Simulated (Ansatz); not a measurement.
H2O2Si···H2O

Input file:

```
crystal:
  periodic: [false, false, false]
  atoms:
    - { symbol: Si, position_ang: [-0.871851, 0.019498, 0.595087] }
    - { symbol: H, position_ang: [1.663006, 0.207457, 1.39062] }
    - { symbol: O, position_ang: [2.000824, -0.038706, 0.491465] }
    - { symbol: H, position_ang: [2.011572, -1.014507, 0.553156] }
    - { symbol: O, position_ang: [-1.120199, 1.358055, -0.388757] }
    - { symbol: H, position_ang: [-1.280614, 1.132022, -1.329603] }
    - { symbol: O, position_ang: [-1.096276, -1.20573, -0.572774] }
    - { symbol: H, position_ang: [-1.076762, -2.106588, -0.199894] }
basis:
  gaussian: { orbitals: def2-SVP }
hamiltonian:
  xc: pbe
relax:
  f_tol: 0.03
  max_steps: 50
output:
  orbitals: {}
```

Run with:

```sh
ansatz run input.yaml --threads 1 --pin off --max-ram 2048MiB --backend cpu --events-out ev --progress --plain --runs-dir out
```

The fields are those of the run's last geometry, not of the input's.

Theory: RKS PBE/def2-SVP in Ansatz.

> What will maps of the electron density and electron localisation function show?

Si–O (1.69 Å): the density is about 1 e/Å³ at the midpoint; the ELF peaks at about 0.90 between the atoms; a polar covalent bond.
O–H (0.98 Å): ρ at the midpoint is about 3.5 e/Å³; the ELF climbs to about 1 towards the hydrogen, as it does in any bond to H: a covalent bond by its length.
Si–O (1.76 Å): the density is about 0.88 e/Å³ at the midpoint; the ELF peaks at about 0.85 between the atoms: a polar covalent bond.

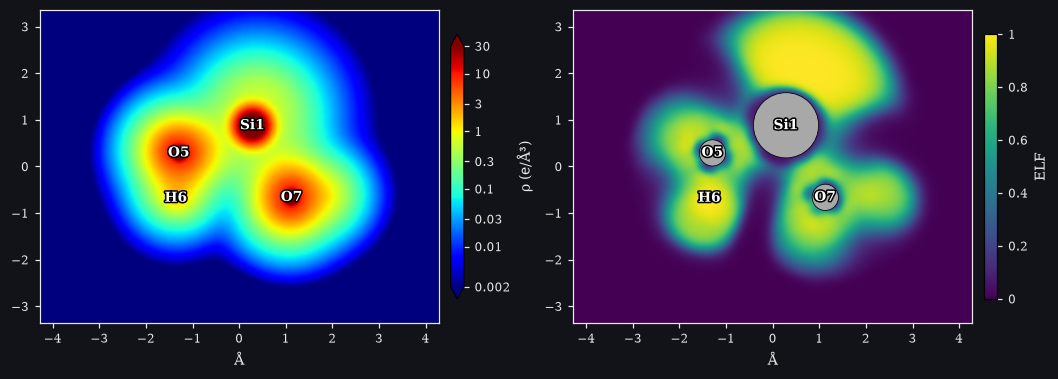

Computed electron density and electron localisation function on the plane of atoms O5, Si1 and O7, in this order. Grey discs cover the atomic cores in the ELF map. 
